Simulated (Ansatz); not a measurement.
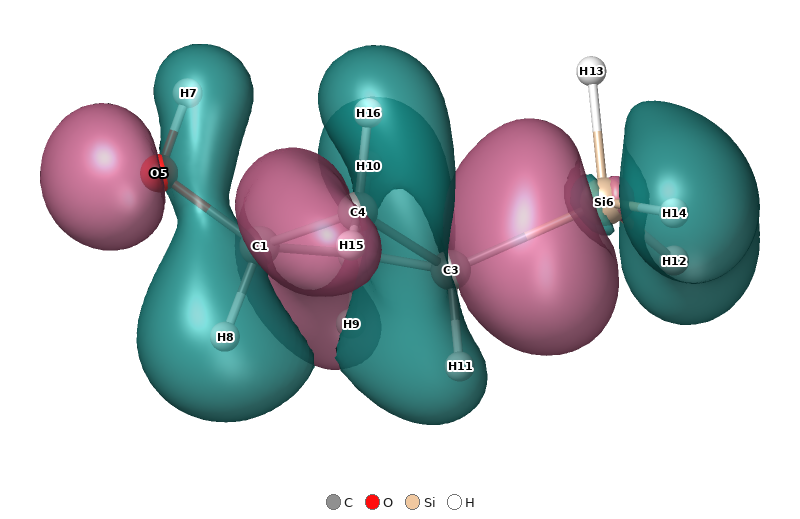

*C4H10OSi. The HOMO−1 at ±0.06 Å⁻³ᐟ² (teal and pink are the two phases), seen from one side.*

Geometry: r2SCAN-D4/def2-SVP.

These are results of Ansatz 0.2.0, isolated molecule in a Gaussian basis; Kohn-Sham density functional theory, functional PBE0, not measurements.

```xyz
16

C     0.0310   -1.1369   -1.3689
C    -0.3810   -1.7336   -0.0029
C     0.9986   -1.2652    0.5465
C     1.5092   -1.2315   -0.9241
O    -0.3922   -1.7280   -2.5595
Si    1.8986   -2.3255    1.8152
H    -0.1315   -2.6589   -2.5319
H    -0.2775   -0.0788   -1.4252
H    -1.2999   -1.3709    0.4845
H    -0.4307   -2.8364   -0.0737
H     0.9100   -0.2319    0.9278
H     1.1530   -2.3652    3.1116
H     2.0127   -3.7226    1.2889
H     3.2753   -1.8019    2.0769
H     2.2111   -0.4382   -1.2265
H     1.9306   -2.2091   -1.2245
```

### Where does this orbital lie, and at what energy?

By Hirshfeld shares it lies mainly on C3 (about 20 %), Si6 (about 15 %), C1 (about 10 %), C2 (about 10 %), C4 (about 10 %) and O5 (about 10 %). Its energy is −8.07 eV.
